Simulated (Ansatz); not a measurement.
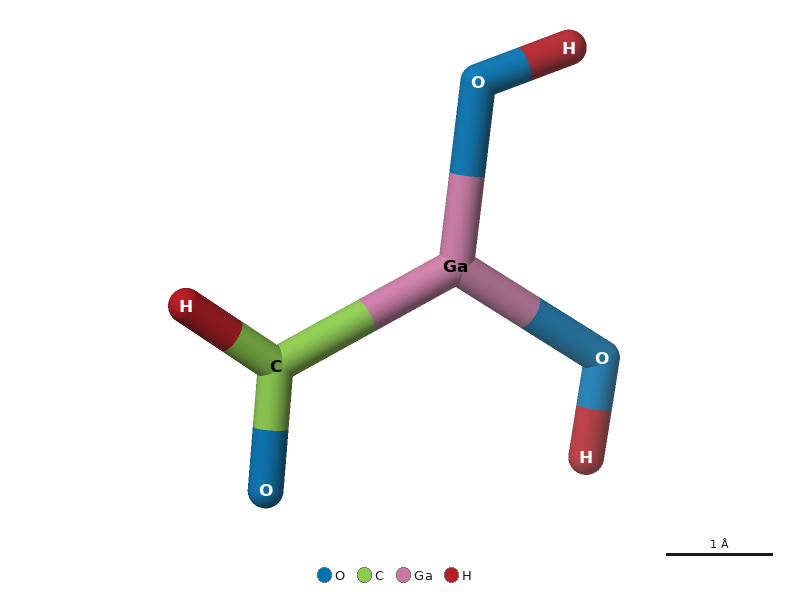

The picture shows a molecular structure as a stick model.

Describe the molecule.

Formula CH₃GaO₃. SMILES: `O=[CH][Ga]([OH])[OH]`. The point group is Cs. All atoms lie on one plane. Coordination: 1 C trigonal planar; 1 Ga trigonal planar; 2 O bent.

More results for the same structure follow; atom numbers are the same in all pictures, views and colours differ. The geometry was computed by an optimisation with PBE0-D4/def2-TZVP.

### Vibrations

Harmonic vibrations computed with RKS PBE0-D4/def2-TZVP (Ansatz 0.2.0) at a stationary point of the same level.

> List the wavenumbers.

18 modes: 66, 75, 166, 172, 305, 374, 395, 577, 693, 717, 819, 827, 848, 1372, 1773, 2855, 3890, 3897 cm⁻¹.

### Electronic properties

Method: RKS ωB97M-V/def2-QZVPP (Ansatz 0.2.0).

> What is the LUMO energy (Kohn–Sham orbital)?

−0.22 eV.

> What is the HOMO energy (Kohn–Sham orbital)?

−9.52 eV.

### Charges

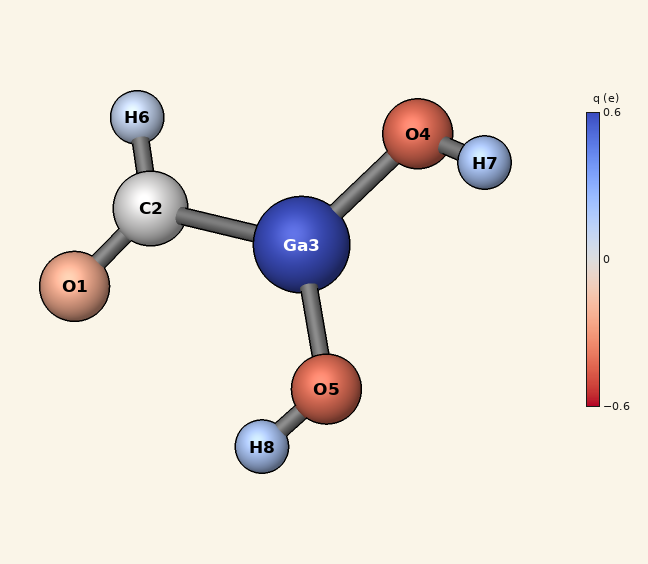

Atoms are coloured by their Mulliken charges. Level of theory: RKS B3LYP-D4/def2-TZVPP (Ansatz 0.2.0).

> Which atom carries the highest charge (most positive or least negative)?

Ga3 (0.59 e).

> And the lowest?

O4 (−0.42 e).

Give the Mulliken charges atom by atom.

| atom | value (e) |
| --- | --- |
| O1 | −0.23 |
| C2 | 0.00 |
| Ga3 | 0.59 |
| O4 | −0.42 |
| O5 | −0.41 |
| H6 | 0.10 |
| H7 | 0.19 |
| H8 | 0.18 |

Mulliken values depend strongly on the basis set and can even reverse the polarity of a bond.
